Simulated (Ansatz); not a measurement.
# WSe2: response to strain

The reference is WSe$_{2}$ (space group P6_3/mmc, No. 194; a = 3.230 Å, c = 12.411 Å; layered, stacked along the Cartesian z axis).

Strains are applied to the cell and any free atomic positions relax.

Level of theory: PBEsol-D3(BJ), PAW, 420 eV (Ansatz, an electronic-structure program; no spin-orbit coupling).

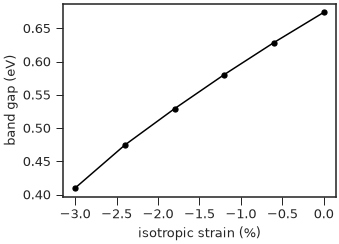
Band gap against isotropic strain

Q: From the plot, what is the band gap for isotropic strain −0.60 %?

A: About 0.63 eV.

Q: Is the trend monotonic over the range shown?

A: Yes, it rises throughout, spanning 0.41 eV to 0.67 eV.

With W present, leaving out spin-orbit coupling can change the band edges. Semilocal Kohn–Sham gaps tend to fall short of experiment. Stability against distortions was not tested.
